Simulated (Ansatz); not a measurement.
**FH₆NO₂PTa···H₂O: density, localisation and related maps**

Input

```
crystal:
  periodic: [false, false, false]
  atoms:
    - { symbol: Ta, position_ang: [-0.587983, -0.636594, 0.522094] }
    - { symbol: O, position_ang: [2.4523, 0.244091, -0.026504] }
    - { symbol: H, position_ang: [2.965014, 0.387044, 0.755589] }
    - { symbol: "N", position_ang: [-0.311882, -0.318016, 2.485094] }
    - { symbol: H, position_ang: [-0.077071, -0.954774, 3.225108] }
    - { symbol: H, position_ang: [-0.334327, 0.61983, 2.849796] }
    - { symbol: F, position_ang: [-0.160473, -1.094913, -1.292476] }
    - { symbol: O, position_ang: [-0.455561, 1.2232, 0.171933] }
    - { symbol: H, position_ang: [0.267017, 1.73234, -0.168691] }
    - { symbol: O, position_ang: [-2.343451, -1.294182, 0.479043] }
    - { symbol: H, position_ang: [-3.11473, -1.425851, 1.005415] }
    - { symbol: P, position_ang: [0.942668, -2.616701, 0.98609] }
    - { symbol: H, position_ang: [1.622199, -2.818198, -0.230212] }
    - { symbol: H, position_ang: [2.012327, -2.083207, 1.732076] }
    - { symbol: H, position_ang: [2.402052, -0.722469, -0.114155] }
basis:
  gaussian: { orbitals: def2-SVP }
hamiltonian:
  xc: hf
relax:
  f_tol: 0.03
  max_steps: 50
output:
  orbitals: {}
```

Command:

```sh
ansatz run input.yaml --threads 4 --pin off --max-ram 5120MiB --backend cpu --events-out ev --progress --plain --runs-dir out
```

The fields are those of the run's last geometry, not of the input's.

Core potentials replace the inner electrons of Ta.

Level of theory: RHF/def2-SVP in Ansatz 0.2.0.

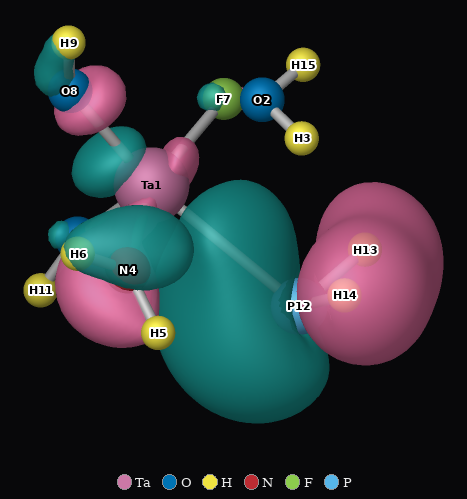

Figure 1. The HOMO−1 at ±0.08 Å⁻³ᐟ² (teal and pink are the two phases), seen at a tilt.

Q: Describe this orbital and give its energy.

A: Its weight (Hirshfeld) is mainly on P12 (about 55 %), Ta1 (about 15 %), H13 (about 10 %), H14 (about 10 %) and N4 (about 5 %). Its energy is −10.89 eV.

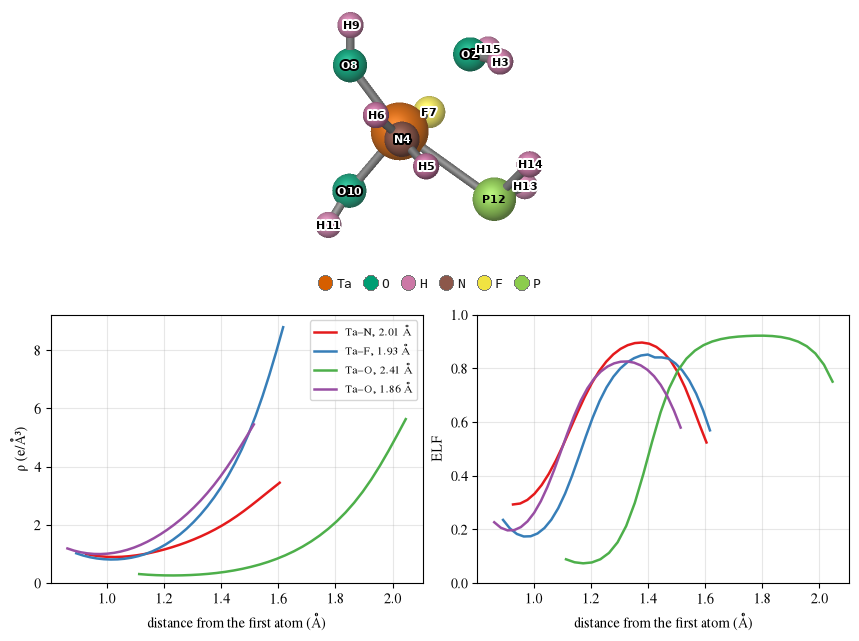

Figure 2. Electron density and electron localisation function along straight lines between neighbouring atoms. The curves leave out the atomic cores. The structure is drawn too.

Q: Compare the contacts.

A: Ta–N (2.01 Å): ρ at the midpoint is about 0.9 e/Å³; the ELF peaks at about 0.90 in the valence shell of N, 0.6 Å from its nucleus, and is about 0.35 at the midpoint.
Ta–F (1.93 Å): the density is about 0.85 e/Å³ at the midpoint; the ELF peaks at about 0.85 in the valence shell of F, 0.5 Å from its nucleus, and drops to about 0.15 between the two atoms.
Ta1···O2 (2.41 Å): the density falls to about 0.26 e/Å³ on the way; the ELF dips to about 0.05 between them.
Ta–O (1.86 Å): ρ is about 1 e/Å³ halfway; the ELF peaks at about 0.85 in the valence shell of O, 0.5 Å from its nucleus, and drops to about 0.20 between the two atoms.

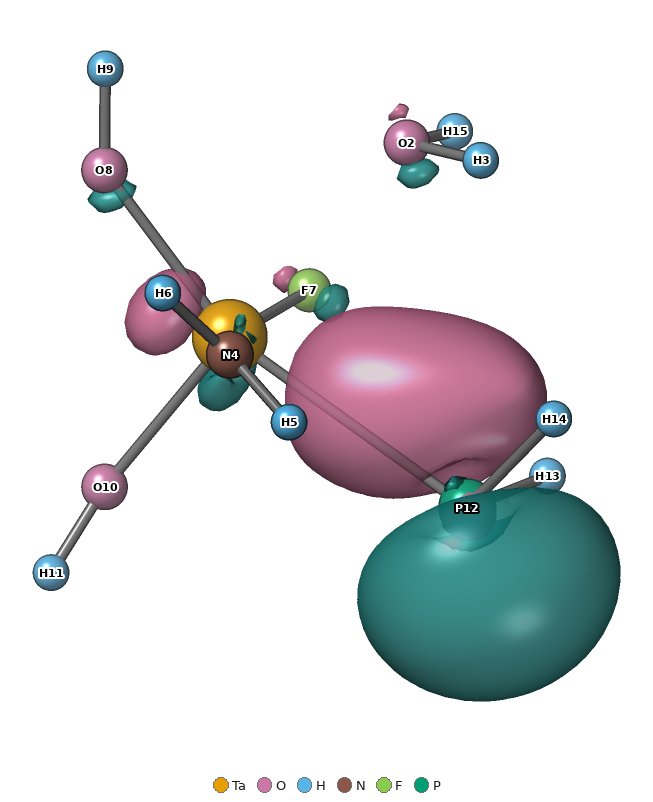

Figure 3. The HOMO at ±0.15 Å⁻³ᐟ² (teal and pink are the two phases), seen across its widest extent.

Q: What is the character of this orbital?

A: By Hirshfeld shares it lies mainly on P12 (about 75 %) and Ta1 (about 15 %); largely a lone pair of P12. Its energy is −8.30 eV.
